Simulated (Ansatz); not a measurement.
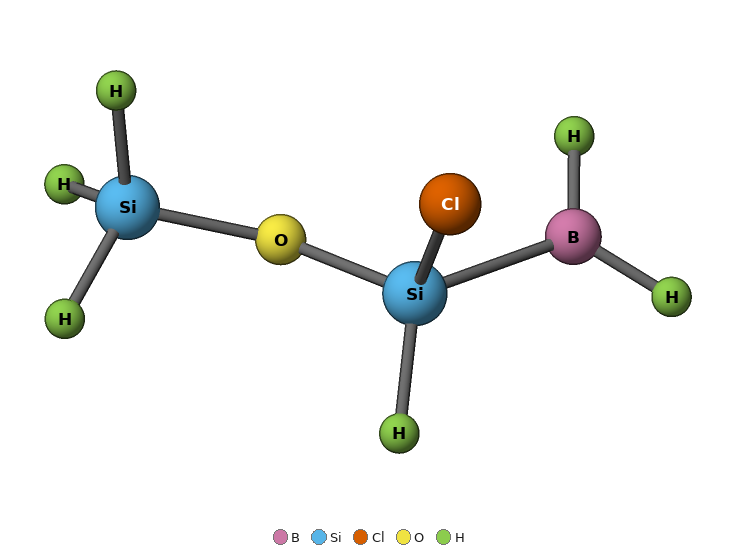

Sticks follow a distance rule. Harmonic vibrations computed with RKS PBE0-D4/def2-TZVP (Ansatz 0.2.0) at a stationary point of the same level.

> How many imaginary frequencies does it have?

A minimum: no imaginary frequency, and the lowest mode lies at 27 cm⁻¹.

> How many vibrational modes are there, and where do they lie?

27 modes: 27, 45, 64, 103, 180, 232, 261, 499, 567, 656, 682, 725, 736, 760, 862, 905, 954, 956, 978, 1116, 1166, 2225, 2232, 2241, 2248, 2598, 2690 cm⁻¹.
